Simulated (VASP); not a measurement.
Data:

```yaml
crystal:
  lattice:
    - [5.21466, 0.00000, 0.00000]
    - [0.00000, 3.14993, 0.00000]
    - [0.00000, 0.00000, 6.23332]
  atoms:
    - { symbol: Ti, position: [0.74789, 0.25000, 0.60494] }
    - { symbol: Ti, position: [0.24789, 0.25000, 0.89506] }
    - { symbol: Ti, position: [0.25211, 0.75000, 0.39506] }
    - { symbol: Ti, position: [0.75211, 0.75000, 0.10494] }
    - { symbol: O, position: [0.63700, 0.25000, 0.91887] }
    - { symbol: O, position: [0.13700, 0.25000, 0.58113] }
    - { symbol: O, position: [0.36300, 0.75000, 0.08113] }
    - { symbol: O, position: [0.86300, 0.75000, 0.41887] }
    - { symbol: O, position: [0.51544, 0.25000, 0.34616] }
    - { symbol: O, position: [0.01544, 0.25000, 0.15384] }
    - { symbol: O, position: [0.48456, 0.75000, 0.65384] }
    - { symbol: O, position: [0.98456, 0.75000, 0.84616] }
```

Level of theory: r2SCAN meta-GGA, VASP's PBE PAW potentials (set 64) (plane waves; VASP). Settings: 520 eV cut-off, 5×8×4 Γ-centred mesh, tetrahedra with Blöchl corrections, potentials Ti_sv O.

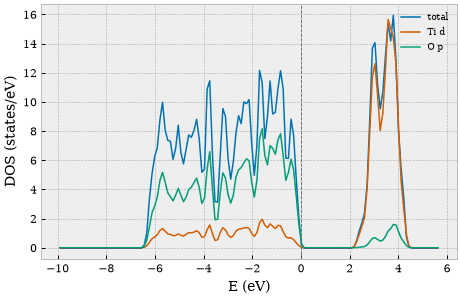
Fig. 1. Total and projected density of states, zero at the valence-band maximum

Within 2 eV below the valence-band maximum the largest weight inside VASP's projection spheres is O p.

The gap is indirect, 2.19 eV, from the valence maximum at Γ to the conduction minimum at (0.00, 0.12, 0.00).

The structure was generated: TiO2 was put into the cotunnite type (Pnma), which need not be its known phase. It was relaxed first.
